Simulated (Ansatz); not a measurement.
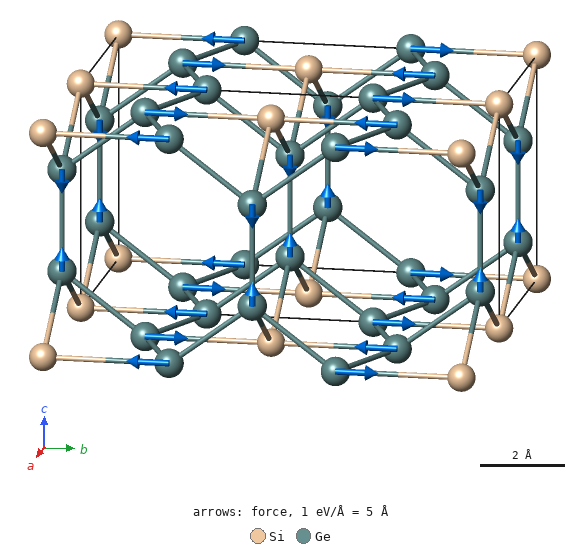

Starting geometry of a crystal of SiGe4 (a generated structure, set up in Cmmm) with the computed forces as blue arrows. The picture is a ball-and-stick view of the conventional cell (2 times the calculation's cell), repeated 2 × 1 × 1 with one cell outlined, seen slightly off an axis. Lengths and directions refer to the drawn axes.

Computed with Ansatz, DFT PBE, scalar-relativistic, plane waves, PAW. (plane-wave cutoff 420 eV; k-point mesh 10 × 10 × 8; occupations gaussian; smearing width 0.1 eV; no spin polarisation; cell and atoms relaxed; force threshold 0.01 eV/Å; at most 80 steps)

### Is this structure relaxed? If not, where do the atoms go?

It isn't relaxed: the largest force vector, on Ge atoms, is 0.21 eV/Å. The atoms end up moving mostly along the starting forces (cosine between the two patterns 0.91). The largest moves relative to the cell, 0.11 Å, are those of Ge atoms. Si stays in place. The drawn cell changes as follows: a 4.733 → 4.883 Å (+3.2 %), b 10.193 → 9.543 Å (−6.4 %), c 5.541 → 5.562 Å (+0.4 %); the volume changes by −3.0 %. Some distances before and after: Ge–Si 3.069 → 2.764 Å, Ge–Si 2.810 → 2.881 Å, Ge–Ge 2.586 → 2.556 Å, Ge–Ge 2.511 → 2.500 Å. Bond angles that change, for instance: Ge–Ge–Ge 132.5° → 145.5°, Ge–Ge–Ge 108.8° → 103.6°. The space group stays Cmmm (No. 65). The energy falls by 67.6 meV per cell of the calculation in 7 accepted moves (8 points after the start). The largest force component goes from 0.21 to 0.0011 eV/Å. The pressure goes from −0.24 to 0.00 GPa. At 1 point the geometry stayed and the basis and grid were re-selected for the new cell (energy shift of 0.4 meV per cell of the calculation at most each time).
